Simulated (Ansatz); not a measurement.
Partial pair distribution functions of a relaxed model of amorphous hafnium silicate (Si₂₄O₅₀Hf), broadened by 0.06 Å; density 2.44 g/cm³. Method: PBE, scalar-relativistic without spin-orbit coupling (plane waves to 420 eV, PAW; Ansatz, a first-principles code).

Preparation: random packing, a CHGNet melt and quench, and a DFT relaxation. O atoms were pushed apart under 1.9 Å during the dynamics, to hinder bonds among them. The hot cell started wider than the set density and was brought back towards it in steps. It is the lowest in DFT energy of 2 quenches. It is a model cell: composition and starting density were chosen by hand, and all elements were melted together. No dispersion term was used. Its density started from a set value of 2.44 and ended at 2.44 g/cm³. Cooling (nominally 320 K/ps over its main leg) ran many orders faster than in experiment, which tends to leave more defects and strain. One small periodic cell is one sample of the glass; other quenches scatter about these values. The volume was held where the preparation left it and the shape relaxed, at a PBE pressure of 0.7 GPa. Stress components on the final sampling reach 0.7 GPa.

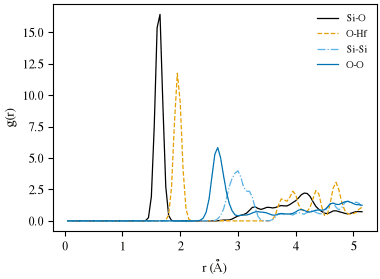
Partial pair distribution functions

Highest peaks under 4.5 Å: Si-O near 1.65 Å, O-Hf near 1.95 Å, Si-Si near 3.00 Å, O-O near 2.65 Å; pairs of few atoms are noisy.

Within 1.90 Å each Si has 4.00 O neighbours on average.
